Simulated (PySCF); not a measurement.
**One shape, several levels: CH4FInTe (SMILES [CH3][In]([F])[TeH])**

We compute a comparison of 6 runs (HF/STO-3G, HF/3-21G, HF/def2-SVP, B3LYP/def2-SVP, PBE0/def2-SVP, PBE0/def2-TZVP) of CH4FInTe. 

Program for the calculation: PySCF 2.14.0.

## Step 1: The molecule

The species is CH4FInTe (8 atoms), meant as a singlet with charge 0. SMILES: `[CH3][In]([F])[TeH]`. Geometry: relaxed at PBE0-D4/def2-TZVP. This is one conformer, not always the lowest.

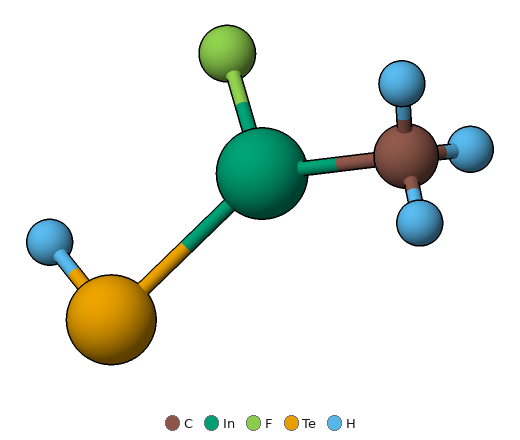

The structure, seen from a chosen angle (carbon brown, indium teal, fluorine green, tellurium amber, hydrogen blue).

## Step 2: Energy and gradient at HF/STO-3G (run 1)

File mol.xyz:

```xyz
8

C     -0.027000     1.434400    -0.830200
In     0.079000    -0.373300     0.297700
F      1.368200    -0.323600     1.777900
Te    -1.112900    -2.768500     0.237300
H     -0.722500     1.336100    -1.661800
H     -0.352400     2.236500    -0.167100
H      0.970500     1.666600    -1.203900
H     -0.202900    -3.208400     1.550200
```

File job.py:

```python
import pyscf.grad
from pyscf import gto, scf

mol = gto.M(
    atom='mol.xyz',
    verbose=3,
    max_memory=1860,
    basis='sto-3g',
    charge=0,
)

hf = scf.RHF(mol)
hf.conv_tol = 1e-10
hf.kernel()
if not hf.converged:
    hf = hf.newton().run(hf.mo_coeff, hf.mo_occ)

etot = hf.e_tot
print(f'total energy: {etot:.8f} hartree')
grad = hf.Gradients().kernel()
hf.analyze()
```

Launch:

```bash
$ OMP_NUM_THREADS=1 python job.py
```

The program printed:

```text
converged SCF energy = -12367.8559699202
[... 17 lines left out ...]
MO #8   energy= -138.047007836873  occ= 2
[... 11 lines left out ...]
MO #20  energy= -21.5506983043636  occ= 2
[... 11 lines left out ...]
MO #32  energy= -4.59741443504559  occ= 2
[... 11 lines left out ...]
MO #44  energy= -1.33777099307346  occ= 2
[... 11 lines left out ...]
MO #56  energy= -0.368731124265566 occ= 2
[... 11 lines left out ...]
MO #68  energy= 0.754534475385087  occ= 0
[... 9 lines left out ...]
Dipole moment(X, Y, Z, Debye):  0.35071,  1.41416, -0.37645
```

Run time: 23 s. Hardware: 1 thread of Intel Xeon at 2.50GHz (Skylake/Cascade Lake), shared host; peak memory 0.14 GiB.

## Step 3: Energy and forces at HF/3-21G (run 2)

File geometry.xyz:

```xyz
8

C     -0.027000     1.434400    -0.830200
In     0.079000    -0.373300     0.297700
F      1.368200    -0.323600     1.777900
Te    -1.112900    -2.768500     0.237300
H     -0.722500     1.336100    -1.661800
H     -0.352400     2.236500    -0.167100
H      0.970500     1.666600    -1.203900
H     -0.202900    -3.208400     1.550200
```

File input.py:

```python
import pyscf.grad
from pyscf import gto, scf

mol = gto.M(
    atom='geometry.xyz',
    max_memory=1860,
    verbose=4,
    basis='3-21g',
    charge=0,
)

calc0 = scf.RHF(mol)
calc0.conv_tol = 1e-10
calc0.kernel()
if not calc0.converged:
    calc0 = calc0.newton().run(calc0.mo_coeff, calc0.mo_occ)

etot = calc0.e_tot
print('E(%s) = %.9f' % ('HF', etot))
grad = calc0.Gradients().kernel()
calc0.analyze()
```

Launch:

```bash
$ OMP_NUM_THREADS=1 python input.py
```

The program printed:

```text
PySCF version 2.14.0

[... 88 lines left out ...]
MO #3   energy= -171.88727220692   occ= 2
[... 16 lines left out ...]
MO #20  energy= -22.3810766740922  occ= 2
[... 16 lines left out ...]
MO #37  energy= -3.49983384225118  occ= 2
[... 16 lines left out ...]
MO #54  energy= -0.557622606514572 occ= 2
[... 16 lines left out ...]
MO #71  energy= 0.424363803031869  occ= 0
[... 16 lines left out ...]
MO #88  energy= 3.67141434437509   occ= 0
[... 99 lines left out ...]
Dipole moment(X, Y, Z, Debye): -0.93648,  1.75579, -2.07069
```

Run time: 23 s. Hardware: 1 thread of Intel Xeon at 2.50GHz (Skylake/Cascade Lake), shared host; peak memory 0.18 GiB.

Runs 3 to 5 aren't shown in full; the table further down has their settings and results.

## Step 4: Energy and gradient at PBE0/def2-TZVP (core potential) (run 6)

File calc.py:

```python
from pyscf import gto, dft

system = gto.M(
    atom='''
C     -0.027000     1.434400    -0.830200
In     0.079000    -0.373300     0.297700
F      1.368200    -0.323600     1.777900
Te    -1.112900    -2.768500     0.237300
H     -0.722500     1.336100    -1.661800
H     -0.352400     2.236500    -0.167100
H      0.970500     1.666600    -1.203900
H     -0.202900    -3.208400     1.550200
''',
    charge=0,
    max_memory=1860,
    verbose=4,
    ecp={'In': 'def2-svp', 'Te': 'def2-svp'},
    basis='def2-tzvp',
)

ks = dft.RKS(system)
ks.xc = 'pbe0'
ks.grids.level = 5
ks.conv_tol = 1e-10
ks.kernel()
if not ks.converged:
    ks = ks.newton().run(ks.mo_coeff, ks.mo_occ)

e_final = ks.e_tot
print(f'total energy: {e_final:.8f} hartree')
grad = ks.nuc_grad_method().kernel()
dip = ks.dip_moment()
pop, q = ks.mulliken_pop()
```

Launch:

```bash
$ OMP_NUM_THREADS=1 python calc.py
```

The program printed:

```text
PySCF version 2.14.0

[... 85 lines left out ...]
converged SCF energy = -598.510564245954
total energy: -598.51056425 hartree
[... 12 lines left out ...]
Dipole moment(X, Y, Z, Debye): -1.63033,  0.93691, -2.42607
[... 195 lines left out ...]
charge of    7H =      0.10263
```

Wall time 4.9 min (1 thread of Intel Xeon at 2.50GHz (Skylake/Cascade Lake), shared host); peak memory 2.7 GiB.

## Step 5: All runs side by side

| run | level | core potential | integration grid | energy (Eh) | dipole moment (D) | HOMO energy (eV) | LUMO energy (eV) | wall time |
| --- | --- | --- | --- | --- | --- | --- | --- | --- |
| 1 | HF/STO-3G | – | – | -12367.855970 | 1.50 | -6.39 | 5.74 | 23 s |
| 2 | HF/3-21G | – | – | -12436.387551 | 2.87 | -8.97 | 1.38 | 23 s |
| 3 | HF/def2-SVP (core potential) | def2-svp | – | -595.785318 | 3.23 | -8.98 | 1.38 | 34 s |
| 4 | B3LYP/def2-SVP (core potential) | def2-svp | 5 | -598.608370 | 2.95 | -6.49 | -1.51 | 79 s |
| 5 | PBE0/def2-SVP (core potential) | def2-svp | 5 | -598.318138 | 2.92 | -6.75 | -1.26 | 85 s |
| 6 | PBE0/def2-TZVP (core potential) | def2-svp | 5 | -598.510564 | 3.07 | -6.84 | -1.44 | 4.9 min |

## Step 6: Results

```
                       quantity          value
            run 6: total energy  -598.51056 Eh
           run 6: dipole moment         3.07 D
             run 6: HOMO energy       -6.84 eV
             run 6: LUMO energy       -1.44 eV
           run 6: HOMO–LUMO gap        5.40 eV
run 6: largest force on an atom     0.019 eV/Å
```

The dipole moment (its size) runs from 1.50 D (HF/STO-3G) to 3.23 D (HF/def2-SVP). The two ends differ in basis and core potential. The HOMO–LUMO gap runs from 4.98 eV (B3LYP/def2-SVP) to 12.13 eV (HF/STO-3G). The two ends differ in method and basis and core potential. Totals of different functionals can't be ranked against each other. Some runs of one species differ in core potentials or relativity; totals across that change don't compare. In run 1 the basis is minimal, so the values are rough. In runs 1, 2 relativity is left out where basis or elements ask for it. All runs together took 9 min, the longest 4.9 min.
